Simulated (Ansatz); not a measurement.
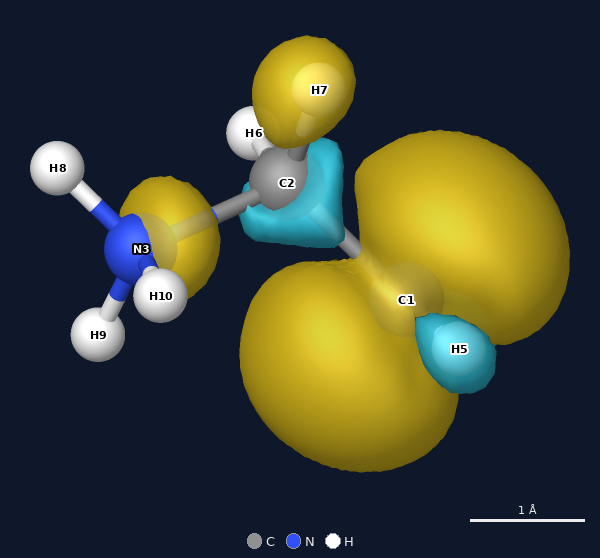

Figure. C2H7N (SMILES [CH2]C[NH3+]) (charge +1, doublet). Isosurfaces of the spin density at +0.02 (yellow) and −0.02 e/Å³ (cyan), seen at a tilt.

Geometry: r2SCAN-D4/def2-SVP.

Theory: isolated molecule in a Gaussian basis; Kohn-Sham density functional theory, functional PBE0 in Ansatz.

```
atom    x (Å)    y (Å)    z (Å)
   C   1.4929  -0.6149  -0.4225
   C   1.0766   0.7116   0.0823
   N  -0.4402   0.7703   0.3186
   H   1.9539  -0.7160  -1.4074
   H   1.4298  -1.4983   0.2205
   H   1.3011   1.5296  -0.6160
   H   1.5233   0.9542   1.0620
   H  -0.7387   1.6848   0.6883
   H  -0.9592   0.5996  -0.5548
   H  -0.7419   0.0509   0.9912
```

Question: Which atoms carry the spin?

Answer: The unpaired spin (1 electron) lies mostly on C1 (about 0.8) and C2 (about 0.1), in electrons by Hirshfeld's partition.
